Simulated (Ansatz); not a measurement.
# InH2F (SMILES [H][In]([H])[F]): PBE/STO-3G

What is the vertical singlet–triplet gap of InH2F at PBE/STO-3G? 

The calculation is run with Ansatz 0.2.0.

58 further runs of the same task are left out: 2 that didn't finish, 56 set aside as unsound or not needed.

### 1 The molecule

The species is InH2F (4 atoms), meant as a singlet with charge 0. SMILES: `[H][In]([H])[F]`. The shape comes from GFN2-xTB, which is rough for such elements, and wasn't checked as a minimum.

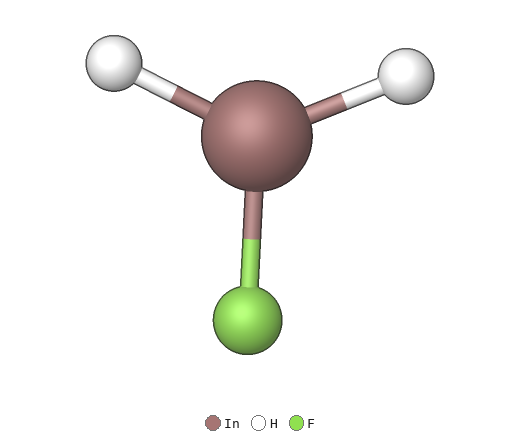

Viewed from a chosen angle; indium brown, hydrogen white, fluorine green.

### 2 The energy at PBE/STO-3G

Input file molecule.yaml:

```yaml
crystal:
  periodic: [false, false, false]
  atoms:
    - {symbol: In, position_ang: [0.069180, 0.117330, -0.000190]}
    - {symbol: H, position_ang: [1.751200, -0.073770, 0.013580]}
    - {symbol: H, position_ang: [-0.891440, 1.509340, -0.018860]}
    - {symbol: F, position_ang: [-0.928940, -1.552910, 0.005460]}
basis:
  gaussian: {orbitals: STO-3G}
hamiltonian: {xc: pbe}
accuracy: high
```

The run is started by

```bash
$ ansatz run molecule.yaml --threads 1 --pin off --max-ram 2610MiB --events-out events.jsonl --progress --plain --runs-dir runs
```

Log:

```text
Warning: RAYON_NUM_THREADS=1 ignored (pool sized by the plan → 1); use --threads N
Functional definition: PBE
  name "PBE"
  parameter kappa = 0.804
  parameter beta = 0.06672455060314922
  exchange = pbe_x(kappa = kappa, mu = beta*pi^2/3)
  correlation = pbe_c(beta = beta)
623 factors; integrals over basis functions are off by at most 4.0e-9 eV
mean field evaluation 1: about -157380.3455 eV, gradient 2.9e1 eV
mean field evaluation 2: about -157345.0955 eV, gradient 1.1e2 eV
mean field evaluation 4: about -157383.6071 eV, gradient 5.9e0 eV
mean field evaluation 8: about -157383.6699 eV, gradient 1.7e-1 eV
mean field evaluation 16: about -157383.6700 eV, gradient 4.7e-8 eV
mean field -157383.66999136 eV, -5783.7431936996 hartree, gradient 5.8e-8 eV, S^2 0.000000; 0 other end points of the search recorded, 0 dependent functions left out
reference -157383.66999306 eV, -5783.7431937619 hartree; 30, 30 occupied and 4, 4 virtual orbitals, 623 factors
Total energy: -157383.66999306 eV, -5783.7431937619 hartree
```

Wall time 1.4 s (1 thread of Arm Neoverse V2, shared host); peak memory 0.099 GiB.

### 3 The triplet

Input file input.yaml:

```yaml
crystal:
  periodic: [false, false, false]
  atoms:
    - {symbol: In, position_ang: [0.069180, 0.117330, -0.000190]}
    - {symbol: H, position_ang: [1.751200, -0.073770, 0.013580]}
    - {symbol: H, position_ang: [-0.891440, 1.509340, -0.018860]}
    - {symbol: F, position_ang: [-0.928940, -1.552910, 0.005460]}
basis:
  gaussian: {orbitals: STO-3G}
magnetization: {spin_polarized: true, initial_magnetization: 2}
hamiltonian: {xc: pbe}
accuracy: high
```

The run is started by

```bash
$ ansatz run input.yaml --threads 1 --pin off --max-ram 2610MiB --events-out events.jsonl --progress --plain --runs-dir runs
```

Log:

```text
Warning: RAYON_NUM_THREADS=1 ignored (pool sized by the plan → 1); use --threads N
Functional definition: PBE
  name "PBE"
  parameter kappa = 0.804
  parameter beta = 0.06672455060314922
  exchange = pbe_x(kappa = kappa, mu = beta*pi^2/3)
  correlation = pbe_c(beta = beta)
623 factors; integrals over basis functions are off by at most 4.0e-9 eV
mean field evaluation 1: about -157368.6690 eV, gradient 3.6e1 eV
mean field evaluation 2: about -157333.7697 eV, gradient 7.4e1 eV
mean field evaluation 4: about -157373.0145 eV, gradient 2.6e1 eV
mean field evaluation 8: about -157379.9753 eV, gradient 3.4e-1 eV
mean field evaluation 16: about -157379.9196 eV, gradient 3.6e-4 eV
mean field evaluation 32: about -157377.8830 eV, gradient 7.1e0 eV
mean field -157379.91958385 eV, -5783.6053687655 hartree, gradient 1.9e-8 eV, S^2 2.001211; 2 other end points of the search recorded, 0 dependent functions left out
reference -157379.91958559 eV, -5783.6053688297 hartree; 31, 29 occupied and 3, 5 virtual orbitals, 623 factors
Total energy: -157379.91958559 eV, -5783.6053688297 hartree
```

It took 3 s on 1 thread of Arm Neoverse V2, shared host; peak memory 0.13 GiB.

### 4 Results

At PBE/STO-3G:

```
                                        quantity           value
                           singlet: total energy  -5783.74319 Eh
                           triplet: total energy  -5783.60537 Eh
                                   triplet: ⟨S²⟩           2.001
vertical energy of the triplet above the singlet        3.750 eV
```

In words: At this shape the triplet lies 3.75 eV (86 kcal/mol) above the singlet. In a minimal basis such a difference can be off by several eV, whatever the method. Relativity is left out (singlet) although the molecule holds a heavy atom. Relativity is left out (triplet) although the molecule holds a heavy atom.
